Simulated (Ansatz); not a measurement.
# ZnCu2SnS4 (I-4): the HSE06 gap against the k mesh of the hybrid

Aim: see how gap, energy and time of ZnCu2SnS4 (I-4) follow the k mesh of the hybrid.

Method: DFT, HSE06, plane waves, PAW; PAW set soft_1, in Ansatz 0.2.0.

**1. Set-up**

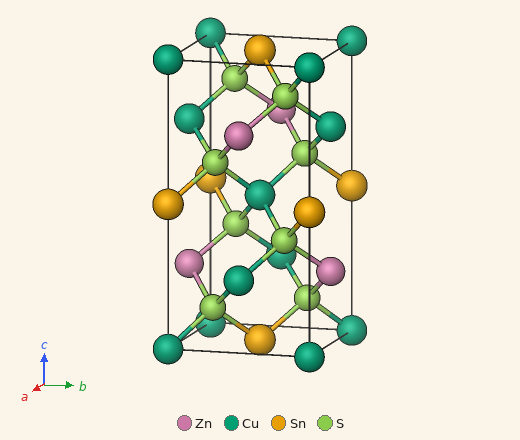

The cell as given, slightly off an axis (zinc pink, copper teal, tin orange, sulfur green). This picture shows the conventional cell, with its axes. Bonds to atoms that aren't drawn are left out. Some periodic images of atoms are drawn too.

The cell and positions come from the Crystallography Open Database and are kept as given unless a step says otherwise.

**2. k mesh of the hybrid: 2×2×2**

The input, input.yaml:

```yaml
crystal:
  lattice:
    - [-2.7171, 2.7171, 5.4248]
    - [2.7171, -2.7171, 5.4248]
    - [2.7171, 2.7171, -5.4248]
  atoms:
    - { symbol: Zn, position: [0.25, 0.75, 0.5] }
    - { symbol: Cu, position: [0.0, 0.0, 0.0] }
    - { symbol: Cu, position: [0.75, 0.25, 0.5] }
    - { symbol: Sn, position: [0.5, 0.5, 0.0] }
    - { symbol: S, position: [0.37161, 0.88441, 0.9996] }
    - { symbol: S, position: [0.11559, 0.11519, 0.4872] }
    - { symbol: S, position: [0.88481, 0.37201, 0.0004] }
    - { symbol: S, position: [0.62799, 0.62839, 0.5128] }
kpoints:
  mp_grid: { grid: [2, 2, 2] }
  band_path:
    path:
      - [0.0, 0.0, 0.0]
      - [0.0, 0.0, 0.5]
      - [0.25, 0.25, 0.25]
      - [0.0, 0.5, 0.0]
      - [0.5, 0.5, -0.5]
      - [0.31271679, 0.68728321, -0.31271679]
      - [-0.31271679, 0.31271679, 0.31271679]
      - [-0.12543357, 0.12543357, 0.5]
    npoints: 1
hamiltonian:
  xc: hse06
  pseudopotentials: { kind: paw, azcp: { folder: soft_1 } }
scf:
  occupations: { method: fixed }
  n_extra_bands: 6
output:
  eigenvalues: true
```

Launch:

```
ansatz run input.yaml --threads 3 --pin off --max-ram 92160MiB --backend cuda --events-out ev --progress --plain --runs-dir out --devices 1 --max-vram 13GiB
```

Numbers of over 12 decimals in the logs are rounded to 6 here.

Output:

```text
scf.n_extra_bands = 6 over 44 filled bands (N_el = 88.0): the run solves 50 bands
exact exchange: scf.exx.singularity resolves to wigner_seitz, which cuts the screened interaction at the faces of the exchange supercell's Wigner-Seitz cell, so that each pair interacts once, at the shortest of its separations (the periodic images that this leaves out come, for a point-like exchange hole, to about 0.002 eV on a filled level). The cut falls within the interaction's reach, and what an exchange supercel [...]
GPUs: using 1 of 1 available (devices: 1).
Engine: ansatz 0.2.0, x86_64-unknown-linux-gnu
Pseudopotentials: kind: paw
Pseudopotential: Zn, paw, valence charge 12, recommended cutoff 420 eV (normal), soft_1/Zn.paw.azcp
Pseudopotential: Cu, paw, valence charge 19, recommended cutoff 420 eV (normal), soft_1/Cu.paw.azcp
Pseudopotential: Sn, paw, valence charge 14, recommended cutoff 420 eV (normal), soft_1/Sn.paw.azcp
Pseudopotential: S, paw, valence charge 6, recommended cutoff 420 eV (normal), soft_1/S.paw.azcp
Functional definition: HSE06
  parameter a = 0.25
  parameter omega = 0.11/bohr
  exchange = pbe_x - a*pbe_x_sr(omega) + a*exact_x_sr(omega)
  correlation = pbe_c
davidson cushion auto → on  (no smearing: the cushion is to keep the highest requested band from converging to the state above it; pin scf.eigensolver.cushion to override)
concurrent solve slots: 2 of 3 are kept, ahead of what memory takes: no pass of the eigensolver takes more rounds on 2
device memory: the entry about to start is reckoned to put 2.4 GiB on a device that reports 39.6 GiB free (of which the cap on the GPU budget leaves the run 13.0 GiB)
GPU FFT provider: cuFFT
GPU libraries: cuBLAS 13.8.2, cuFFT 12.4.0, cuSOLVER 12.3.4
Crystal: 8 atoms, lattice volume = 160.197 Å³
Basis set: ecut = 420 eV, 3083 PW (Γ)
Bands: 50, of which v1, the nominal top of the filled ones, is band 44 counted from 1 (43 counted from 0)
Symmetry: 4 space group operations
Space group: I-4 (ITA 82), of the structure as read, at distance tolerance 5.4e-5 Å
k-points: 4 of 8
Non-local potential: Zn, projectors of the file, l = 0: 2, l = 1: 2, l = 2: 3, l = 3: 1
Non-local potential: Cu, projectors of the file, l = 0: 3, l = 1: 2, l = 2: 3, l = 3: 1
Non-local potential: Sn, projectors of the file, l = 0: 2, l = 1: 2, l = 2: 2, l = 3: 1
Non-local potential: S, projectors of the file, l = 0: 2, l = 1: 2, l = 2: 1
PAW form: soft (Blöchl's): semilocal exchange-correlation on the pseudo side does not see the compensation charge
PAW frozen core: Zn, regenerated for the run's functional, and the local potential with it (the file was generated under x = pbe(κ = 0.804, μ = 0.219515), c = pbe(β = 0.066725))
PAW frozen core: Cu, regenerated for the run's functional, and the local potential with it (the file was generated under x = pbe(κ = 0.804, μ = 0.219515), c = pbe(β = 0.066725))
PAW frozen core: Sn, regenerated for the run's functional, and the local potential with it (the file was generated under x = pbe(κ = 0.804, μ = 0.219515), c = pbe(β = 0.066725))
PAW frozen core: S, regenerated for the run's functional, and the local potential with it (the file was generated under x = pbe(κ = 0.804, μ = 0.219515), c = pbe(β = 0.066725))
PAW one-centre angular grid: Zn, 590 points (default); XC on 64 Gauss nodes
PAW one-centre angular grid: Cu, 590 points (default); XC on 64 Gauss nodes
PAW one-centre angular grid: Sn, 590 points (default); XC on 64 Gauss nodes
PAW one-centre angular grid: S, 110 points (default); XC on 64 Gauss nodes
Initial density: superposition of atomic densities (chi_scale 0.1, normalization cell, long waves kept (reshape's long-wave potential 0.01 eV rms))
Initial wavefunctions: pseudopotential atomic-orbital guess
GPU buffer pool allocated for 91125 grid points (all kernels)
GPU transforms: local potential and band sums: pruned to the plane-wave sphere, on 45×45×45
[...]
SCF iter   6: F=—  HF=-26210.388658 eV  |F-HF|=—  |Δ(HF+E_count)|=   6.48e-4  Δρ=4.64e-4  dr2=4.61e-4  ethr=6.54e-9  ⟨swp⟩=7.0  Hψ=980  notcnv=0
SCF iter   7: F=—  HF=-26210.390390 eV  |F-HF|=—  |Δ(HF+E_count)|=   1.73e-3  Δρ=8.49e-4  dr2=6.72e-4  ethr=6.54e-9  ⟨swp⟩=6.8  Hψ=960  notcnv=0  defer=3
SCF iter   8: F=—  HF=-26210.390269 eV  |F-HF|=—  |Δ(HF+E_count)|=   1.21e-4  Δρ=4.34e-4  dr2=2.18e-4  ethr=6.54e-9  ⟨swp⟩=5.0  Hψ=772  notcnv=0
SCF iter   9: F=-26210.390206 eV  HF=-26210.390232 eV  |F-HF|=2.57e-5  |Δ(HF+E_count)|=   3.70e-5  Δρ=1.61e-4  dr2=4.28e-5  ethr=6.54e-9  ⟨swp⟩=4.0  Hψ=674  notcnv=0
SCF 2 stopped early in 9 iterations: F = -26210.390206 eV  dr2 = 4.28e-5
hybrid outer 1: dexx = +5.968e-2 eV, tail = 3.83e-4 eV
GPU FFT provider: cuFFT
GPU libraries: cuBLAS 13.8.2, cuFFT 12.4.0, cuSOLVER 12.3.4
GPU buffer pool allocated for 91125 grid points (all kernels)
GPU transforms: local potential and band sums: pruned to the plane-wave sphere, on 45×45×45
Exchange kernel: α = 0.2500, screened, ω = 0.2079 Å⁻¹, Wigner–Seitz truncation, v(0) = 950.7758 eV·Å³, q-mesh 2×2×2, nearest image of the exchange supercell L = 10.87 Å, pair-density grid 24×24×24, without the augmentation charges, whose exchange is taken in its separable form by FFT convolution over the k-point mesh (sized by the pseudopotential files, 36×36×32 at the most), smooth part of the exact exchange by density-matrix convolution in up to 1.33 GiB of GPU memory as planned if the GPU has room (build and FFT work areas not counted)
Frozen-core exchange: fock
SCF iter   1: F=—  HF=-26210.387887 eV  |F-HF|=—  |Δ(HF+E_count)|=         —  Δρ=1.15e-4  dr2=1.66e-5  ethr=2.17e-6  ⟨swp⟩=3.2  Hψ=470  notcnv=0
preconditioner: auto → none  [insulator: Δε(μ)=1.508 eV  Ē_g=12.710 eV  n_scr=36 (ndim 8)  ℏωp=24.9 eV  f_vac=0.048]
SCF iter   2: F=—  HF=-26210.387888 eV  |F-HF|=—  |Δ(HF+E_count)|=   1.25e-6  Δρ=4.45e-5  dr2=2.93e-6  ethr=1.34e-8  ⟨swp⟩=4.2  Hψ=673  notcnv=0
SCF iter   3: F=—  HF=-26210.387895 eV  |F-HF|=—  |Δ(HF+E_count)|=   6.76e-6  Δρ=4.24e-5  dr2=1.84e-6  ethr=2.27e-9  ⟨swp⟩=5.0  Hψ=653  notcnv=0
iter 4 solved again at ethr=2.58e-11 eV; its pass at ethr=1.99e-9 eV (dr2=2.27e-8 eV) is discarded
SCF iter   4: F=-26210.387894 eV  HF=-26210.387894 eV  |F-HF|=3.16e-8  |Δ(HF+E_count)|=   4.11e-7  Δρ=5.65e-6  dr2=4.80e-8  ethr=2.58e-11  ⟨swp⟩=4.5  Hψ=1015  notcnv=0
SCF 3 converged in 4 iterations: F = -26210.387894 eV  dr2 = 4.80e-8
hybrid outer 2: dexx = +6.478e-6 eV, tail = 2.71e-7 eV, Δε = 7.21e-3 eV (about 2.44e-4 eV left of the loop's levels)
the search or the solves at the SCF's close seem to have found levels that the self-consistency loop had missed (the run counts 1). By its estimate they hold under 1e-12 electrons; where the run keeps them, the occupations were computed again with them
device memory: the entry about to start is reckoned to put 1.3 GiB on a device that reports 59.0 GiB free (of which the cap on the GPU budget leaves the run 13.0 GiB)
NSCF: frozen V_eff on 8 k-points
hybrid SCF converged: 2 outer / 13 inner (+10 warm-up), last move |dexx| = 6.48e-6 eV, tail = 2.71e-7 eV
Stability not checked: this state was not tested for a lower state beside it, because the functional holds exact exchange (a hybrid, or Hartree-Fock), whose exchange loop this test does not read (fock_operator; see scf.lower_state_search)
Free energy (F): -26210.387893 eV
Frozen-core exchange: fock
Harris-Foulkes:  -26210.387893 eV  (|F-HF|=3.16e-8)
Internal energy: -26210.387893 eV  (E = F + TS)
E sigma→0 (E₀):  -26210.387893 eV
Fermi energy:    7.172235 eV
--- Per-component energies (eV) ---
  E_band       = -1290.116433
  E_kinetic    = 1257.069192
  E_local      = -16330.819408  (includes V_loc(G=0)·N_el)
  E_nonlocal   = 2927.241882
  E_hartree    = 7024.504866
  E_xc         = -558.323686
  E_vxc        = -510.175609  (∫ρ·V_xc dr)
  E_exx        = -342.689384  (= α·E_x^exact, valence–valence)
  E_paw        = -12162.992413  (= ΣΔE_a)
  E_vpaw       = -1997.076211  (= ΣTr[D̂ρ^β])
  E_aug_tail   = 0.002054  (compensation charges beyond the density's cutoff)
  E_ewald      = -8024.456617
  E_core_change = 0.075621  (= ΣΔE_core)
  E_smearing   = -0.000000  (= −TS)
  E_closure    = 0.000000  (closes the sum)
  Σ components = -26210.387893   (vs F -26210.387893, Δ=3.64e-12)
--- Band table (eV) ---
  k-point 0: bands = [... 40 lower, 5.4321, 7.1096, 7.1096, 7.1722, 8.6814, 10.2672, 11.3748, 12.1848, ... 2 higher]
  k-point 1: bands = [... 40 lower, 6.2738, 6.3836, 6.5940, 6.6914, 9.1750, 10.8294, 11.6628, 12.6132, ... 2 higher]
  k-point 2: bands = [... 40 lower, 5.8069, 5.9113, 5.9764, 6.6041, 10.1723, 11.5471, 11.7257, 12.6615, ... 2 higher]
  k-point 3: bands = [... 40 lower, 5.9070, 5.9070, 6.1818, 6.1818, 9.7804, 10.2935, 10.2935, 10.7880, ... 2 higher]
```

It took 19 s on 1 × NVIDIA H100 80GB HBM3 (shared by 6 runs) with 3 threads of AMD EPYC 7R13 (Zen 3), shared host; peak memory 1.2 GiB.

Reading the cycles: dr2 is the Hartree energy of the density residual (eV), the measure of convergence; HF is the Harris–Foulkes estimate of the energy, which meets the free energy F at convergence.

This step gave:

* gap: 1.509 eV
* valence top at: Γ
* conduction bottom at: Γ
* least direct gap: 1.509 eV
* exact-exchange fraction: 0.25

The gap is direct, at Γ.

**3. k mesh of the hybrid: 4×4×4**

input.yaml: that of step 2 with these lines changed.

```diff
@@ -15,3 +15,3 @@
 kpoints:
-  mp_grid: { grid: [2, 2, 2] }
+  mp_grid: { grid: [4, 4, 4] }
   band_path:
```

Output:

```text
[...]
GPUs: using 1 of 1 available (devices: 1).
[...]
GPU FFT provider: cuFFT
GPU libraries: cuBLAS 13.8.2, cuFFT 12.4.0, cuSOLVER 12.3.4
Crystal: 8 atoms, lattice volume = 160.197 Å³
Basis set: ecut = 420 eV, 3083 PW (Γ)
Bands: 50, of which v1, the nominal top of the filled ones, is band 44 counted from 1 (43 counted from 0)
[... 1 set-up line as in the run before ...]
[...]
k-points: 14 of 64 (time reversal used)
[...]
Fermi energy:    7.169637 eV
[...]
--- Band table (eV; the first three rows and the last of 14) ---
  k-point 0: bands = [... 40 lower, 5.4212, 7.1064, 7.1064, 7.1696, 8.6486, 10.2564, 11.3628, 12.1819, ... 2 higher]
  k-point 1: bands = [... 40 lower, 5.7958, 5.9135, 6.5165, 6.9443, 9.6689, 11.3088, 11.7579, 12.0146, ... 2 higher]
  k-point 2: bands = [... 40 lower, 6.2690, 6.3767, 6.5883, 6.6858, 9.1534, 10.8158, 11.6497, 12.6103, ... 2 higher]
  k-point 13: bands = [... 40 lower, 5.9018, 5.9018, 6.1767, 6.1767, 9.7721, 10.2868, 10.2868, 10.7737, ... 2 higher]
[key lines of the parts left out:]
Free energy (F): -26210.512964 eV
```

Elapsed: 58 s, on 1 × NVIDIA H100 80GB HBM3 (shared by 6 runs) with 3 threads; peak memory 1.5 GiB.

Numbers from this step:

| Quantity | Value |
| --- | --- |
| gap | 1.479 eV |
| valence top at | Γ |
| conduction bottom at | Γ |
| least direct gap | 1.479 eV |

The gap is 1.479 eV, −0.030 eV from the run before at this level.

**4. k mesh of the hybrid: 6×6×6**

input.yaml: that of step 3 with these lines changed.

```diff
@@ -15,3 +15,3 @@
 kpoints:
-  mp_grid: { grid: [4, 4, 4] }
+  mp_grid: { grid: [6, 6, 6] }
   band_path:
```

Output:

```text
[...]
GPUs: using 1 of 1 available (devices: 1).
[...]
GPU FFT provider: cuFFT
GPU libraries: cuBLAS 13.8.2, cuFFT 12.4.0, cuSOLVER 12.3.4
Crystal: 8 atoms, lattice volume = 160.197 Å³
Basis set: ecut = 420 eV, 3083 PW (Γ)
Bands: 50, of which v1, the nominal top of the filled ones, is band 44 counted from 1 (43 counted from 0)
[... 1 set-up line as in the run before ...]
[...]
k-points: 36 of 216 (time reversal used)
[...]
Fermi energy:    7.169693 eV
[...]
--- Band table (eV; the first three rows and the last of 36) ---
  k-point 0: bands = [... 40 lower, 5.4204, 7.1062, 7.1062, 7.1697, 8.6469, 10.2560, 11.3624, 12.1817, ... 2 higher]
  k-point 1: bands = [... 40 lower, 5.6531, 6.2409, 6.8159, 7.0333, 9.4033, 10.8810, 11.7778, 12.0735, ... 2 higher]
  k-point 2: bands = [... 40 lower, 5.8313, 5.9878, 6.4222, 6.8341, 9.6364, 11.4560, 11.5500, 12.1807, ... 2 higher]
  k-point 35: bands = [... 40 lower, 5.9014, 5.9014, 6.1763, 6.1763, 9.7716, 10.2866, 10.2866, 10.7734, ... 2 higher]
[key lines of the parts left out:]
Free energy (F): -26210.514900 eV
```

It took 1.8 min on 1 × NVIDIA H100 80GB HBM3 (shared by 6 runs) with 3 threads; peak memory 2.4 GiB; 3.7 min of CPU time.

Numbers from this step:

```
gap                  : 1.477 eV
valence top at       : Γ
conduction bottom at : Γ
least direct gap     : 1.477 eV
```

The gap is 1.477 eV, −0.002 eV from the run before at this level.

**5. The series**

Differences are against the last row; a negative gap means that bands overlap, and a run with a band path holds that path's time. Times are wall times on 1 × NVIDIA H100 80GB HBM3 (shared by 6 runs) with 3 threads of AMD EPYC 7R13 (Zen 3), shared host, good to a factor of about two.

```
k mesh of the hybrid  gap (eV)  direct gap (eV)  gap error (eV)  energy error (meV/atom)  irreducible k     time
               2×2×2     1.509            1.509          +0.032                    +15.9              4     19 s
               4×4×4     1.479            1.479          +0.002                     +0.2             14     58 s
               6×6×6     1.477            1.477          +0.000                     +0.0             36  1.8 min
```

**6. Results**

```json
{"2×2×2": "1.509 eV", "4×4×4": "1.479 eV", "6×6×6": "1.477 eV"}
```

What this shows: The gap holds to 0.02 eV from 4×4×4 on. At 2×2×2 the gap is off by +0.032 eV and the energy by +16 meV/atom. The gap is read over the mesh and added points near the edges, so meshes differ mainly through the density and, for a hybrid, the exchange operator. The runs have no spin polarisation. For a closed low-spin shell that is the natural state; where a d or f shell is open it is a constraint, and the gap is then not the crystal's own.

[Paths, hosts, dates, memory and timing lines, banners, echoed tables and standing remarks are left out of the program output.]

[Logs are printed without paths, hosts, clocks, repeated set-up lines and the standing remarks that a program may print on its own settings, such as how far it seeks lower states.]

[Runs of the session that timed out or met a known fault of the program may be left out.]

[Cells called generated may have been cut or substituted from an entry of the Crystallography Open Database or the Materials Project.]

[Hosts, paths, dates, database ids (printed as entryN), source tags and the programs' standing remarks are cut or masked in the printed files.]
